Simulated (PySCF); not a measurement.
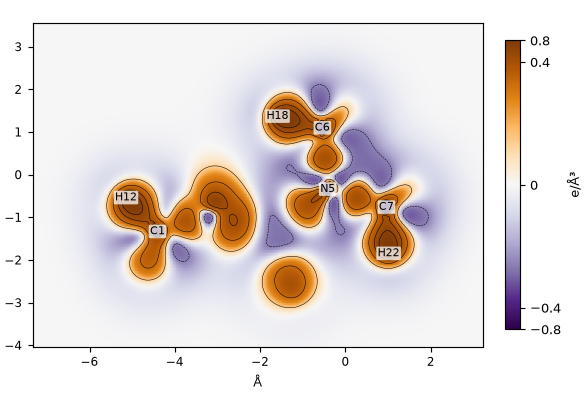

Figure. C6H19N3Si, SMILES `CN(C)[SiH](N(C)C)N(C)C`. Deformation density (molecule less spherical, spin-averaged free atoms) in the plane of C1, N5, C6, C7, H12, H18 and H22; colour scale in e/Å³, logarithmic beyond ±0.1; orange: gain, purple: loss.

Level of theory: ωB97X/def2-SVP (PySCF), at a geometry from GFN2-xTB. No frequency check shows the geometry to be a minimum.

Input script:

```python
import numpy as np
from pyscf import gto, scf, dft
from pyscf.scf import atom_ks, atom_hf
from scipy.linalg import block_diag

def solve(mol, dm0=None, hcore=None):
    mf = (dft.UKS if mol.spin else dft.RKS)(mol, xc='wb97x')
    mf.grids.level = 3
    mf = mf.density_fit(auxbasis='def2-universal-jkfit')
    mf.conv_tol, mf.max_cycle = 1e-8, 80
    if hcore is not None:
        mf.get_hcore = lambda *args: hcore
    mf.kernel(dm0)
    if not mf.converged:
        mf = mf.newton().run(mf.mo_coeff, mf.mo_occ, max_cycle=30)
    assert mf.converged, 'SCF not converged'
    return mf

mol = gto.M(atom='''
C      1.30318    -2.33748    -0.20687
N      0.07678    -1.58914    -0.09743
C     -1.08038    -2.44461    -0.16679
Si    -0.00378     0.05994    -0.58591
N     -1.52329     0.64109     0.00341
C     -1.92284     0.47316     1.37860
C     -2.22912     1.71772    -0.63818
N      1.45776     0.78055    -0.00433
C      2.02642     1.94719    -0.62472
C      1.90404     0.61877     1.35721
H      1.33478    -2.92046    -1.13600
H      1.39371    -3.03565     0.63205
H      2.14772    -1.65725    -0.19830
H     -1.08080    -3.14460     0.67536
H     -1.98143    -1.84234    -0.13109
H     -1.08959    -3.03161    -1.09378
H     -0.02113     0.32800    -2.02994
H     -1.36923    -0.34871     1.82266
H     -1.73492     1.38142     1.96659
H     -2.99471     0.25232     1.43623
H     -2.03469     2.68162    -0.14864
H     -1.92184     1.79132    -1.67715
H     -3.30799     1.53358    -0.60198
H      3.11943     1.88321    -0.61361
H      1.73699     2.86852    -0.10153
H      1.69040     2.01659    -1.65506
H      1.44868    -0.26733     1.78907
H      1.63679     1.48705     1.97410
H      2.99411     0.50917     1.38675
''', basis='def2-svp', charge=0, spin=0, verbose=4)
mf = solve(mol)
mf.analyze()
# spherically averaged free atoms, for the promolecule
atm = atom_ks.get_atm_nrks(mol, xc='wb97x')
pro = block_diag(*[(atm[a[0]][2] * atm[a[0]][3]) @ atm[a[0]][2].T for a in mol._atom])
np.savez('result.npz', e=mf.e_tot, c=mf.mo_coeff, occ=mf.mo_occ, eps=mf.mo_energy, pro=pro, dip=mf.dip_moment(verbose=0), s2=mf.spin_square()[0])
```

Run with:

```sh
OMP_NUM_THREADS=1 python input.py
```

The run took 3.2 min on 1 thread of Arm Neoverse N1, on a shared host, peak memory 1.2 GiB.

Partitions, critical points and surface values were worked out afterwards from this run's density.

Q: How much density has each bond in this plane gained at its critical point, relative to the free atoms?

A: C6–H18: +0.73 e/Å³ at the bond critical point (bond length 1.09 Å, Mayer order 1.0). C7–H22: +0.72 e/Å³ at the bond critical point (bond length 1.09 Å, Mayer order 1.0). C1–H12: +0.70 e/Å³ at the bond critical point (bond length 1.09 Å, Mayer order 1.0). N5–C7: +0.33 e/Å³ at the bond critical point (bond length 1.44 Å, Mayer order 1.0). N5–C6: +0.33 e/Å³ at the bond critical point (bond length 1.44 Å, Mayer order 1.0). In all, 6.5 electrons gather in the regions of gain relative to the promolecule.
